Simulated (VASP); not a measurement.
Band structure of Si (relaxed from the beta-Sn structure, space group I4_1/amd). Level of theory: r2SCAN meta-GGA, VASP's PBE PAW potentials (set 64) (plane waves; VASP).

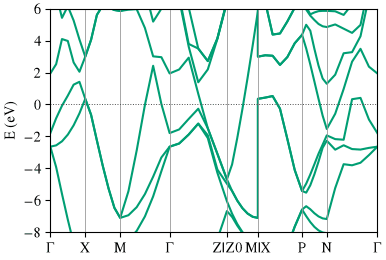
*Bands along high-symmetry lines, zero at the valence-band maximum or, without a gap, the Fermi level*

Q: Read the plot: is there a gap, and where are the band edges?

A: It has no gap at this level: it comes out as a metal or semimetal.

The structure was generated: Si was put into the beta-Sn type (I4_1/amd), which need not be its known phase. It was relaxed first.
